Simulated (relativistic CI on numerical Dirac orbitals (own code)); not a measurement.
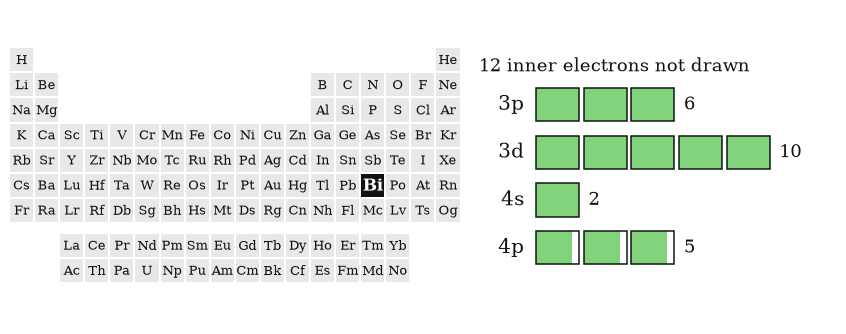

*Left, the place of bismuth in the periodic table; right, the outer shells of the leading configuration of the lowest level: a box for each of the 2l + 1 orbitals, shaded by the share of the shell that is filled, with the electron count at the right.*

## Relativistic CI calculation for Bi⁴⁸⁺

Bi⁴⁸⁺. Computed at this level: Dirac-Coulomb-Breit CI, KLI orbitals optimised for each configuration, model QED (radiative potential, 1s self-energy scaled to tabulated hydrogen-like ionisation energies) (relativistic CI on numerical Dirac orbitals, in-house).

### Input file
```
atom Bi  Z=83  charge=48  electrons=35
nucleus A=209  rms_radius_fm=5.5211
hamiltonian dirac-coulomb  breit=on  qed=on  c_scale=1
orbitals kli  potential=per-configuration
slater_scale 1
correlation none
mixing on
configurations
  [Ar] 3d10 4s2 4p5
  [Ar] 3d10 4s 4p6
  [Ar] 3d10 4s2 4p4 4d
  [Ar] 3d10 4s2 4p4 4f
  [Ar] 3d10 4s 4p5 4d
  [Ar] 3d10 4s 4p5 4f
  [Ar] 3d10 4p6 4d
  [Ar] 3d10 4s2 4p3 4d 4f
  [Ar] 3d10 4s 4p4 4d2
  [Ar] 3d10 4p6 4f
  [Ar] 3d10 4s 4p4 4f2
  [Ar] 3d10 4p5 4d 4f
  [Ar] 3d10 4s2 4p4 5s
  [Ar] 3d10 4p6 5s
  [Ar] 3d10 4s2 4p4 5p
  [Ar] 3d10 4s2 4p3 4f 5s
  [Ar] 3d10 4s 4p4 4d 5s
  [Ar] 3d10 4s 4p5 5s
  [Ar] 3d10 4s2 4p4 5d
  [Ar] 3d10 4s2 4p4 5f
  [Ar] 3d10 4s 4p5 5p
  [Ar] 3d10 4s2 4p4 5g
  [Ar] 3d10 4s 4p5 5d
  [Ar] 3d10 4p5 4f 5s
  [Ar] 3d10 4s 4p5 5f
  [Ar] 3d10 4s2 4p4 6s
  [Ar] 3d10 4s 4p5 5g
  [Ar] 3d10 4s2 4p3 4d2
  [Ar] 3d10 4s2 4p2 4d3
  [Ar] 3d10 4s2 4p2 4d2 4f
  [Ar] 3d10 4s 4p3 4d3
  [Ar] 3d10 4s 4p3 4d2 4f
  [Ar] 3d10 4s2 4p2 4d2 5s
  [Ar] 3d10 4p5 4d2
  [Ar] 3d10 4p4 4d3
  [Ar] 3d10 4p4 4d2 4f
  [Ar] 3d10 4p4 4d2 5s
  [Ar] 3d10 4p5 4d 5s
  [Ar] 3d10 4p4 4d 4f 5s
  [Ar] 3d10 4p4 4d 5s2
  [Ar] 3d10 4s2 4p3 5s2
  [Ar] 3d10 4s2 4p2 4d 5s2
  [Ar] 3d10 4s2 4p2 4f 5s2
  [Ar] 3d10 4s 4p3 4d 5s2
  [Ar] 3d10 4s 4p3 4f 5s2
end
```

Hardware: 1 thread of Arm Neoverse V1, 24 GiB of memory available, shared host.

The run was one of a batch that the task file lists, launched with:
```bash
python <driver script> task.json out
```

The program writes its results to a structured record and prints no log; tables and figures of this report are taken from that record.

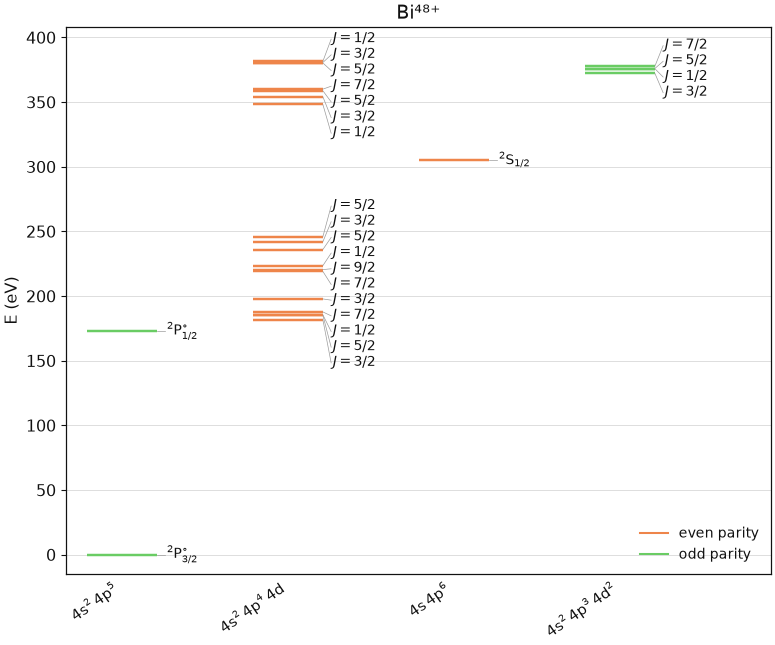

*Level diagram of Bi XLIX (Bi⁴⁸⁺).*

The lowest level is 4s² 4p⁵ ²P°₃/₂. The first excited level, 4s² 4p⁵ ²P°₁/₂, lies at 173 eV. The lowest level of opposite parity, 4s² 4p⁴ 4d [(4p₃/₂)² 4d₃/₂] J = 3/2, is at 182 eV. The levels are close to jj coupling (mean leading weight 52 % in LS and 96 % in jj).

```tsv
Configuration	Level	E (eV)	LS purity (%)
4s² 4p⁵	²P°₃/₂	0	99
4s² 4p⁵	²P°₁/₂	172.8	99
4s² 4p⁴ 4d	[(4p₃/₂)² 4d₃/₂] J = 3/2	181.8	35
4s² 4p⁴ 4d	[(4p₃/₂)² 4d₃/₂] J = 5/2	185.2	39
4s² 4p⁴ 4d	[(4p₃/₂)² 4d₃/₂] J = 1/2	185.4	49
4s² 4p⁴ 4d	[(4p₃/₂)² 4d₃/₂] J = 7/2	187.7	34
4s² 4p⁴ 4d	[(4p₃/₂)² 4d₃/₂] J = 3/2	197.7	63
4s² 4p⁴ 4d	[(4p₃/₂)² 4d₅/₂] J = 7/2	219.0	48
4s² 4p⁴ 4d	[(4p₃/₂)² 4d₅/₂] J = 9/2	220.4	68
4s² 4p⁴ 4d	[(4p₃/₂)² 4d₅/₂] J = 1/2	223.5	55
4s² 4p⁴ 4d	[(4p₃/₂)² 4d₅/₂] J = 5/2	235.9	54
4s² 4p⁴ 4d	[(4p₃/₂)² 4d₅/₂] J = 3/2	241.9	37
4s² 4p⁴ 4d	[(4p₃/₂)² 4d₅/₂] J = 5/2	245.8	52
4s 4p⁶	²S₁/₂	305.4	83
4s² 4p⁴ 4d	[4p₁/₂ (4p₃/₂)³ 4d₃/₂] J = 1/2	348.1	80
4s² 4p⁴ 4d	[4p₁/₂ (4p₃/₂)³ 4d₃/₂] J = 3/2	354.1	33
4s² 4p⁴ 4d	[4p₁/₂ (4p₃/₂)³ 4d₃/₂] J = 5/2	358.7	48
4s² 4p⁴ 4d	[4p₁/₂ (4p₃/₂)³ 4d₃/₂] J = 7/2	360.0	59
```

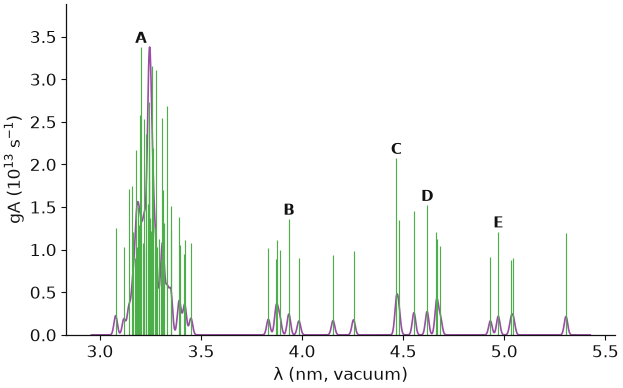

*The stronger electric dipole lines (weighted rates gA) for Bi XLIX (Bi⁴⁸⁺). The envelope is a Gaussian of full width 0.02 nm, scaled to the tallest stick.*

A: 4s² 4p³ 4d² [4p₁/₂ (4p₃/₂)² 4d₃/₂ 4d₅/₂] J = 7/2 → 4s² 4p⁴ 4d [(4p₃/₂)² 4d₅/₂] J = 9/2, 3.204 nm, gA = 3.4×10¹³ s⁻¹; B: 4s 4p⁵ 4d [4s 4p₁/₂ 4d₅/₂] J = 7/2 → 4s² 4p⁴ 4d [4p₁/₂ (4p₃/₂)³ 4d₅/₂] J = 9/2, 3.934 nm, gA = 1.4×10¹³ s⁻¹; C: 4s² 4p⁴ 4f [4p₁/₂ (4p₃/₂)³ 4f₅/₂] J = 9/2 → 4s² 4p⁴ 4d [4p₁/₂ (4p₃/₂)³ 4d₃/₂] J = 7/2, 4.466 nm, gA = 2.1×10¹³ s⁻¹; D: 4s² 4p³ 4d² J = 7/2 (odd, mixed, level 207) → 4s² 4p⁴ 4d [4p₁/₂ (4p₃/₂)³ 4d₃/₂] J = 5/2, 4.618 nm, gA = 1.5×10¹³ s⁻¹; E: 4s² 4p⁴ 4f J = 11/2 (odd, mixed, level 199) → 4s² 4p⁴ 4d [4p₁/₂ (4p₃/₂)³ 4d₅/₂] J = 9/2, 4.970 nm, gA = 1.2×10¹³ s⁻¹. The strongest, A, lies in the soft X-ray region.

### Results in brief

- outcome: converged
- lowest level: 4s² 4p⁵ ²P°₃/₂
- first excited level: 4s² 4p⁵ ²P°₁/₂, 1,393,365 cm⁻¹
- ionisation energy: 2702.599 eV
- levels computed: 9444
- SCF iterations: 318
- wall time: 19 s

### Notes

To bear in mind: only a limited list of configurations is included, so lower levels can be missing; only lines among the lowest 400 of 9444 levels are drawn, so those from 4s² 4p³ 4d 4f, 4s 4p⁴ 4d², 4s 4p⁵ 4f and 4s² 4p² 4d³ are incomplete.
